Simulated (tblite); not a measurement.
**C2H4F4Ge2O2: frequency calculation**

System: C2H4F4Ge2O2.
Method: GFN2-xTB harmonic vibrations, gas phase (tblite 0.8.0).

It belongs to a series of runs on one base structure; here: H on Ge replaced by F.

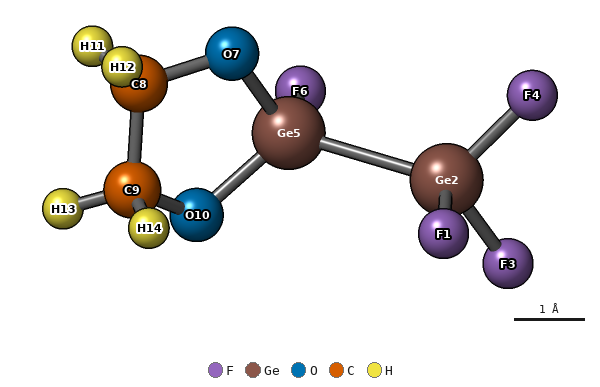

Figure 1. The input geometry (ball-and-stick view, seen at a tilt; atoms are numbered from 1 in the order of the input). Sticks mark near contacts.

Input
```
{"job": {"kind": "ir", "xc": "GFN2-xTB", "basis": "xTB"}, "charge": 0, "multiplicity": 1}
F      2.517103    -1.413692     1.310752
Ge     2.687222    -0.171865     0.085276
F      3.851280    -0.926186    -0.978756
F      3.684235     0.992093     0.923444
Ge     0.487155     0.522173    -0.839143
F      0.811128     1.640203    -2.156094
O     -0.626712     1.171261     0.372881
C     -1.909972     0.576076     0.216851
C     -1.755648    -0.781142    -0.501971
O     -0.651038    -0.712330    -1.395597
H     -2.539016     1.246531    -0.374711
H     -2.334347     0.444671     1.213209
H     -2.639989    -1.008289    -1.098818
H     -1.582079    -1.579979     0.225460
```

The first line tells a small driver script what to run in tblite; the rest is the geometry in Å.

Run on 1 CPU thread, shared host.

Run as:
```bash
OMP_NUM_THREADS=1 python <driver script> task.json out
```

Output
```
mode    cm-1     km/mol
  1      21.0      0.50
  2      39.6      1.57
  3      54.8      2.80
  4      85.9      3.47
  5      87.4      3.42
  6     115.1      2.99
  7     122.5     12.72
  8     134.6     13.69
  9     146.1      9.23
 10     149.0      5.94
 11     171.5      0.88
 12     203.3    100.30
 13     235.7     10.77
 14     358.5    147.77
 15     437.5    168.50
 16     452.5     17.07
 17     462.7     38.83
 18     465.4    221.17
 19     473.9    176.12
 20     570.3     30.69
 21     637.2     67.51
 22     878.0     13.74
 23     912.2     50.07
 24    1015.8      9.45
 25    1022.7     68.16
 26    1095.6     36.52
 27    1175.2      1.01
 28    1183.6      5.03
 29    1283.9      0.22
 30    1304.7      0.50
 31    1450.4      3.10
 32    1461.5      0.62
 33    2929.5     11.65
 34    2945.8     25.37
 35    2977.8     12.51
 36    2979.8     10.50
```

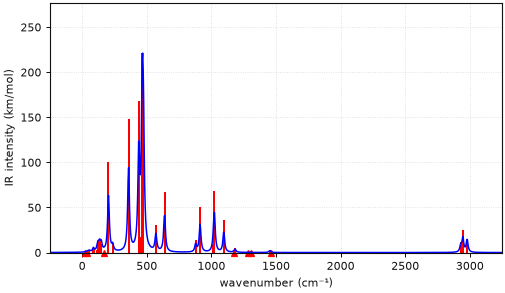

Figure 2. Harmonic infrared spectrum, unscaled: sticks (degenerate modes added up, dark ones marked on the axis) with a Lorentzian envelope of 16 cm⁻¹ full width, scaled to the tallest stick. 36 modes from 21 to 2980 cm⁻¹, none imaginary. The strongest line is at 465 cm⁻¹ (221 km/mol).

Summary

| quantity | value |
| --- | --- |
| outcome | converged |
| total energy | −1019.7731 eV |
| zero-point energy | 42.9460 kcal/mol |
| wall time | 0.61 s |
| peak memory | 0.18 GiB |
